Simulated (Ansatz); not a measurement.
# revPBE/def2-SVP run of SiAsNH6 (SMILES N[AsH][SiH3])

What is the electronic atomisation energy of SiAsNH6 at revPBE/def2-SVP? 

The calculation is run with Ansatz 0.2.0.

72 further runs of the same task are left out: 72 set aside as unsound or not needed.

## Step 1: The system as given

The species is SiAsNH6 (9 atoms), meant as a singlet with charge 0. SMILES: `N[AsH][SiH3]`. Geometry: relaxed at PBE0-D4/def2-TZVP. This is one conformer, not always the lowest.

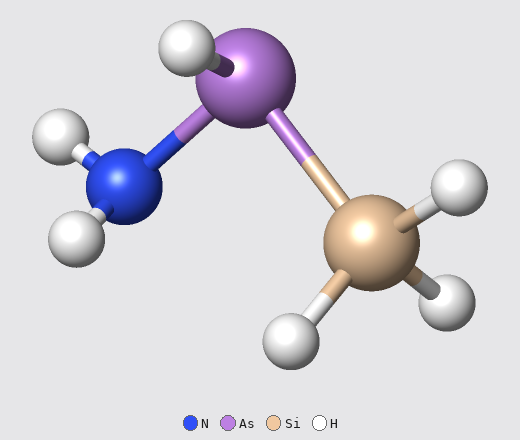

Viewed from a chosen angle; nitrogen blue, arsenic purple, silicon light orange, hydrogen white.

## Step 2: A single-point energy at revPBE/def2-SVP

job.yaml reads:

```yaml
crystal:
  periodic: [false, false, false]
  atoms:
    - symbol: N
      position_ang: [-1.101100, 0.719000, -1.145600]
    - symbol: As
      position_ang: [0.735100, 0.438100, -0.988900]
    - symbol: Si
      position_ang: [0.557300, -1.064700, 0.828600]
    - symbol: H
      position_ang: [-1.303700, 1.291400, -1.954300]
    - symbol: H
      position_ang: [-1.525300, 1.144300, -0.332300]
    - symbol: H
      position_ang: [1.144100, 1.592600, -0.059800]
    - symbol: H
      position_ang: [1.889500, -1.194000, 1.477900]
    - symbol: H
      position_ang: [0.123900, -2.393300, 0.326700]
    - symbol: H
      position_ang: [-0.431200, -0.579700, 1.830600]
basis:
  gaussian: {orbitals: def2-SVP}
output: {orbitals: {seedname: orbitals}}
hamiltonian: {xc: {name: revPBE}}
accuracy: high
```

Command:

```sh
ansatz run job.yaml --threads 1 --pin off --max-ram 3480MiB --events-out events.jsonl --progress --plain --runs-dir runs
```

Output:

```text
Warning: RAYON_NUM_THREADS=1 ignored (pool sized by the plan → 1); use --threads N
Functional definition: revPBE
  name "revPBE"
  parameter kappa = 1.245
  parameter beta = 0.06672455060314922
  exchange = pbe_x(kappa = kappa, mu = beta*pi^2/3)
  correlation = pbe_c(beta = beta)
2062 factors; integrals over basis functions are off by at most 4.7e-9 eV
mean field evaluation 1: about -70281.3683 eV, gradient 5.8e1 eV
mean field evaluation 2: about -70232.9432 eV, gradient 1.3e2 eV
mean field evaluation 4: about -70288.1537 eV, gradient 7.5e0 eV
mean field evaluation 8: about -70288.3734 eV, gradient 1.4e-1 eV
mean field evaluation 16: about -70288.3735 eV, gradient 9.4e-6 eV
mean field -70288.37347545 eV, -2583.0500820521 hartree, gradient 8.3e-8 eV, S^2 0.000000; 0 other end points of the search recorded, 0 dependent functions left out
reference -70288.37347964 eV, -2583.0500822059 hartree; 30, 30 occupied and 64, 64 virtual orbitals, 2062 factors
Total energy: -70288.37347964 eV, -2583.0500822059 hartree
```

Wall time 2.3 s (1 thread of AMD EPYC 9R45 (Zen 5), shared host); peak memory 0.26 GiB.

## Step 3: The As atom at the same level

job.yaml reads:

```yaml
crystal:
  periodic: [false, false, false]
  atoms:
    - {symbol: As, position_ang: [0.000000, 0.000000, 0.000000]}
basis:
  gaussian: {orbitals: def2-SVP}
magnetization: {spin_polarized: true, initial_magnetization: 3}
hamiltonian: {xc: {name: revPBE}}
accuracy: high
```

Command:

```sh
ansatz run job.yaml --threads 1 --pin off --max-ram 3480MiB --events-out events.jsonl --progress --plain --runs-dir runs
```

Output, shortened:

```text
Warning: RAYON_NUM_THREADS=1 ignored (pool sized by the plan → 1); use --threads N
[... 6 set-up lines as earlier in the session ...]
304 factors; integrals over basis functions are off by at most 4.6e-9 eV
mean field evaluation 1: about -60827.1460 eV, gradient 5.5e0 eV
mean field evaluation 2: about -60827.1877 eV, gradient 4.1e0 eV
mean field evaluation 4: about -60827.2114 eV, gradient 2.6e-2 eV
mean field evaluation 8: about -60827.2113 eV, gradient 6.8e-6 eV
mean field -60827.21128113 eV, -2235.3587844169 hartree, gradient 2.7e-8 eV, S^2 3.750330; 0 other end points of the search recorded, 0 dependent functions left out
reference -60827.21128323 eV, -2235.3587844939 hartree; 18, 15 occupied and 14, 17 virtual orbitals, 304 factors
Total energy: -60827.21128323 eV, -2235.3587844939 hartree
```

Run time: 0.32 s. Hardware: 1 thread of AMD EPYC 9R45 (Zen 5), shared host.

## Step 4: The H atom

input.yaml reads:

```yaml
crystal:
  periodic: [false, false, false]
  atoms:
    - {symbol: H, position_ang: [0.000000, 0.000000, 0.000000]}
basis:
  gaussian: {orbitals: def2-SVP}
magnetization: {spin_polarized: true, initial_magnetization: 1}
hamiltonian: {xc: {name: revPBE}}
accuracy: high
```

Run the same way, it converges to -0.50319 Eh (log not shown).

## Step 5: The N atom, same level

in.yaml reads:

```yaml
crystal:
  periodic: [false, false, false]
  atoms:
    - {symbol: N, position_ang: [0.000000, 0.000000, 0.000000]}
basis:
  gaussian: {orbitals: def2-SVP}
hamiltonian: {xc: {name: revPBE}}
magnetization: {spin_polarized: true, initial_magnetization: 3}
accuracy: high
```

Command:

```sh
ansatz run in.yaml --threads 1 --pin off --max-ram 3480MiB --events-out events.jsonl --progress --plain --runs-dir runs
```

Output, shortened:

```text
Warning: RAYON_NUM_THREADS=1 ignored (pool sized by the plan → 1); use --threads N
[... 6 set-up lines as earlier in the session ...]
95 factors; integrals over basis functions are off by at most 1.2e-9 eV
mean field evaluation 1: about -1483.4392 eV, gradient 6.0e0 eV
mean field evaluation 2: about -1483.5269 eV, gradient 4.5e0 eV
mean field evaluation 4: about -1483.6319 eV, gradient 1.1e-2 eV
mean field evaluation 8: about -1483.6317 eV, gradient 1.1e-5 eV
mean field -1483.63167570 eV, -54.5224584405 hartree, gradient 9.8e-10 eV, S^2 3.752135; 0 other end points of the search recorded, 0 dependent functions left out
reference -1483.63167706 eV, -54.5224584902 hartree; 5, 2 occupied and 9, 12 virtual orbitals, 95 factors
Total energy: -1483.63167706 eV, -54.5224584902 hartree
```

Wall time 0.12 s (1 thread of AMD EPYC 9R45 (Zen 5), shared host).

## Step 6: The Si atom at the same level

in.yaml reads:

```yaml
basis:
  gaussian:
    orbitals: def2-SVP
crystal:
  periodic: [false, false, false]
  atoms:
    - symbol: Si
      position_ang: [0.000000, 0.000000, 0.000000]
magnetization:
  spin_polarized: true
  initial_magnetization: 2
hamiltonian:
  xc: {name: revPBE}
accuracy: high
```

Run the same way, it converges to -289.21696 Eh (log not shown).

## Step 7: Results

Level: revPBE/def2-SVP.

```
                     quantity           value
       molecule: total energy  -2583.05008 Eh
        molecule: HOMO energy        -5.67 eV
        molecule: LUMO energy        -0.77 eV
      molecule: HOMO–LUMO gap         4.90 eV
        As atom: total energy  -2235.35878 Eh
                As atom: ⟨S²⟩           3.750
         H atom: total energy     -0.50319 Eh
                 H atom: ⟨S²⟩           0.750
         N atom: total energy    -54.52246 Eh
                 N atom: ⟨S²⟩           3.752
        Si atom: total energy   -289.21696 Eh
                Si atom: ⟨S²⟩           2.003
electronic atomisation energy       25.381 eV
```

Taking the molecule apart into free atoms costs 25.38 eV (2449 kJ/mol), before zero-point energy and without spin-orbit coupling.
